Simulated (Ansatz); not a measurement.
# N2H (dinitrogen monohydride): UHSE06/STO-3G

What is the vertical doublet–quartet gap of N2H (dinitrogen monohydride) at UHSE06/STO-3G? 

Program for the calculation: Ansatz 0.2.0.

### 1 The structure to begin with

N2H: 3 atoms, total charge 0, spin state doublet. As SMILES, `[N]=N`. The shape is that of a GFN2-xTB optimisation.

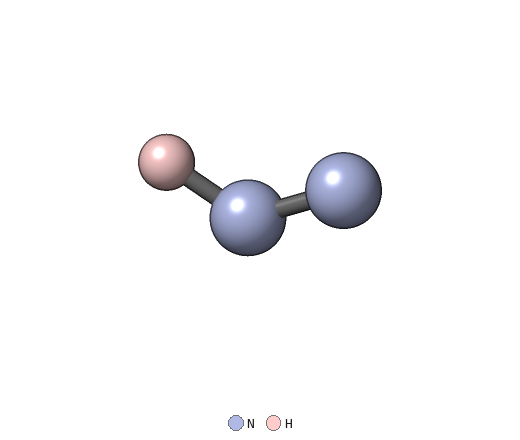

Viewed from a chosen angle; nitrogen light blue, hydrogen pink.

### 2 The energy at UHSE06/STO-3G

run.yaml reads:

```yaml
basis:
  gaussian: {orbitals: STO-3G}
crystal:
  periodic: [false, false, false]
  atoms:
    - symbol: N
      position_ang: [0.715210, -0.640440, 0.325220]
    - symbol: "N"
      position_ang: [-0.243160, -0.185380, -0.152740]
    - symbol: H
      position_ang: [-0.472040, 0.825820, -0.172480]
magnetization: {spin_polarized: true, initial_magnetization: 1}
hamiltonian: {xc: {name: HSE06}}
accuracy: high
```

On the command line:

```
$ ansatz run run.yaml --threads 1 --pin off --max-ram 2610MiB --events-out events.jsonl --progress --plain --runs-dir runs
```

The program printed:

```text
Warning: RAYON_NUM_THREADS=1 ignored (pool sized by the plan → 1); use --threads N
Functional definition: HSE06
  name "HSE06"
  parameter a = 0.25
  parameter omega = 0.11/bohr
  exchange = pbe_x - a*pbe_x_sr(omega) + a*exact_x_sr(omega)
  correlation = pbe_c
168 factors; integrals over basis functions are off by at most 1.6e-8 eV
38 factors; integrals over basis functions are off by at most 4.5e-10 eV
mean field evaluation 1: about -2950.3682 eV, gradient 8.0e0 eV
mean field evaluation 2: about -2949.5725 eV, gradient 1.5e1 eV
mean field evaluation 4: about -2950.7615 eV, gradient 1.7e-1 eV
mean field evaluation 8: about -2950.7447 eV, gradient 4.8e-3 eV
mean field evaluation 16: about -2950.7447 eV, gradient 2.6e-7 eV
mean field -2950.74467757 eV, -108.4378668143 hartree, gradient 9.1e-9 eV, S^2 0.752821; 0 other end points of the search recorded, 0 dependent functions left out
reference -2950.74467879 eV, -108.4378668588 hartree; 8, 7 occupied and 3, 4 virtual orbitals, 168 factors
Total energy: -2950.74467879 eV, -108.4378668588 hartree
```

It took 1 s on 1 thread of Arm Neoverse V1, shared host.

### 3 The quartet

molecule.yaml reads:

```yaml
basis:
  gaussian:
    orbitals: STO-3G
crystal:
  periodic: [false, false, false]
  atoms:
    - {symbol: N, position_ang: [0.715210, -0.640440, 0.325220]}
    - {symbol: "N", position_ang: [-0.243160, -0.185380, -0.152740]}
    - {symbol: H, position_ang: [-0.472040, 0.825820, -0.172480]}
total_charge: 0
magnetization:
  spin_polarized: true
  initial_magnetization: 3
hamiltonian:
  xc: {name: HSE06}
accuracy: high
```

On the command line:

```
$ ansatz run molecule.yaml --threads 1 --pin off --max-ram 2610MiB --events-out events.jsonl --progress --plain --runs-dir runs
```

The program printed, cut to the lines that bear on the results:

```text
Warning: RAYON_NUM_THREADS=1 ignored (pool sized by the plan → 1); use --threads N
[... 6 set-up lines as earlier in the session ...]
168 factors; integrals over basis functions are off by at most 1.6e-8 eV
38 factors; integrals over basis functions are off by at most 4.5e-10 eV
mean field evaluation 1: about -2944.0328 eV, gradient 7.1e0 eV
mean field evaluation 2: about -2943.8351 eV, gradient 1.0e1 eV
mean field evaluation 4: about -2944.4829 eV, gradient 2.2e-1 eV
mean field evaluation 8: about -2944.4965 eV, gradient 6.3e-3 eV
mean field evaluation 16: about -2944.4965 eV, gradient 1.9e-7 eV
mean field -2944.49649378 eV, -108.2082502948 hartree, gradient 3.5e-8 eV, S^2 3.750658; 1 other end points of the search recorded, 0 dependent functions left out
reference -2944.49649501 eV, -108.2082503401 hartree; 9, 6 occupied and 2, 5 virtual orbitals, 168 factors
Total energy: -2944.49649501 eV, -108.2082503401 hartree
```

It took 0.98 s on 1 thread of Arm Neoverse V1, shared host.

### 4 Outcome

Level: UHSE06/STO-3G.

```
                                        quantity          value
                           doublet: total energy  -108.43787 Eh
                                   doublet: ⟨S²⟩          0.753
                           quartet: total energy  -108.20825 Eh
                                   quartet: ⟨S²⟩          3.751
vertical energy of the quartet above the doublet       6.248 eV
```

**Reading.** At this shape the quartet lies 6.25 eV (144 kcal/mol) above the doublet. In a minimal basis such a difference can be off by several eV, whatever the method.
